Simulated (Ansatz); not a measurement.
# C₂H₄F+ (SMILES [CH2+]CF): single points off equilibrium

How do the functionals fare away from a minimum? The structure is a structure displaced at random from a GFN2-xTB minimum.

Program: Ansatz 0.2.0, Gaussian basis. Level of theory: single points in def2-TZVPP. These are calculated values, not measurements.

Correlated methods freeze the cores.

**1. Where the work starts**

SMILES `[CH2+]CF`, 7 atoms, charge 1, spin multiplicity 1.

Atoms are counted from 1 here; the program's logs count them from 0.

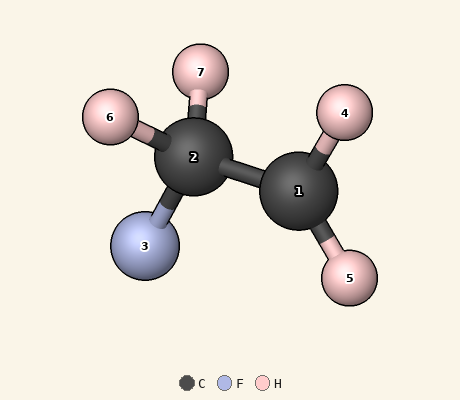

As it starts; carbon dark grey, fluorine light blue, hydrogen pink; atoms are numbered from 1 in the order of the file.

As a file:

```xyz
7

C    -0.7435    0.1112   -0.4007
C     0.4376   -0.0475    0.3092
F     1.1074    1.0622    0.6055
H    -1.3217   -0.8598   -0.7008
H    -1.0828    1.0265   -0.8253
H     0.2680   -0.6469    1.3154
H     1.1446   -0.7516   -0.0687
```

**2. CCSD(T)/def2-TZVPP**

run/in.yaml

```yaml
crystal:
  periodic: [false, false, false]
  atoms:
    - {symbol: C, position_ang: [-0.743500, 0.111200, -0.400700]}
    - {symbol: C, position_ang: [0.437600, -0.047500, 0.309200]}
    - {symbol: F, position_ang: [1.107400, 1.062200, 0.605500]}
    - {symbol: H, position_ang: [-1.321700, -0.859800, -0.700800]}
    - {symbol: H, position_ang: [-1.082800, 1.026500, -0.825300]}
    - {symbol: H, position_ang: [0.268000, -0.646900, 1.315400]}
    - {symbol: H, position_ang: [1.144600, -0.751600, -0.068700]}
basis:
  gaussian: {orbitals: def2-TZVPP}
total_charge: 1
correlation: {method: ccsd_t}
output: {forces: true}
```

No record of the launch command was kept for these runs.

**3. PBE0-D4/def2-TZVPP**

Changes to run/in.yaml since step 2:

```diff
@@ -13,3 +13,3 @@
 total_charge: 1
-correlation: {method: ccsd_t}
-output: {forces: true}
+hamiltonian: {xc: pbe0, dispersion: d4}
+output: {forces: true, orbitals: {seedname: orbitals}}
```

**4. wB97M-V/def2-TZVPP**

Changes to run/in.yaml since step 3:

```diff
@@ -13,3 +13,3 @@
 total_charge: 1
-hamiltonian: {xc: pbe0, dispersion: d4}
-output: {forces: true, orbitals: {seedname: orbitals}}
+hamiltonian: {xc: {name: wB97M-V}}
+output: {forces: true}
```

**5. r2SCAN-D4/def2-TZVPP**

Changes to run/in.yaml since step 4:

```diff
@@ -13,3 +13,3 @@
 total_charge: 1
-hamiltonian: {xc: {name: wB97M-V}}
+hamiltonian: {xc: r2scan, dispersion: d4}
 output: {forces: true}
```

**6. PBE-D4/def2-TZVPP**

Changes to run/in.yaml since step 5:

```diff
@@ -13,3 +13,3 @@
 total_charge: 1
-hamiltonian: {xc: r2scan, dispersion: d4}
+hamiltonian: {xc: pbe, dispersion: d4}
 output: {forces: true}
```

**7. BLYP-D4/def2-TZVPP**

Changes to run/in.yaml since step 6:

```diff
@@ -13,3 +13,3 @@
 total_charge: 1
-hamiltonian: {xc: pbe, dispersion: d4}
+hamiltonian: {xc: {name: BLYP}, dispersion: d4}
 output: {forces: true}
```

**8. SPW92/def2-TZVPP**

Changes to run/in.yaml since step 7:

```diff
@@ -13,3 +13,3 @@
 total_charge: 1
-hamiltonian: {xc: {name: BLYP}, dispersion: d4}
+hamiltonian: {xc: lda}
 output: {forces: true}
```

(Steps that only read results are left out.)

Q: Predict the outcome of this session. Wanted: energy less free atoms, CCSD(T)/def2-TZVPP; RMS force component; RMS force error; HOMO and LUMO, PBE0-D4; T1 diagnostic.

The runs gave:

```
                                  quantity                                                                                         value
energy less free atoms, CCSD(T)/def2-TZVPP                                                                               -383.2 kcal/mol
                       RMS force component                                                          1.264 to 1.313 eV/Å over the methods
                           RMS force error  PBE0-D4 0.204, wB97M-V 0.125, r2SCAN-D4 0.216, PBE-D4 0.326, BLYP-D4 0.301, SPW92 0.609 eV/Å
                    HOMO and LUMO, PBE0-D4                                                                          -16.75 and -11.11 eV
                             T1 diagnostic                                                                                         0.022
```

Against CCSD(T) the functionals' energies less atoms differ by -115.3 to -19.9 kcal/mol, PBE-D4 by -36.6 kcal/mol. CCSD(T) in triple zeta still lacks some correlation energy of the bonds, so part of these gaps is its own basis error and they don't rank the functionals. On forces the order runs from wB97M-V to SPW92. Frozen-core CCSD(T) forces in triple zeta carry basis errors of their own, and this is one geometry, so small gaps rank nothing.
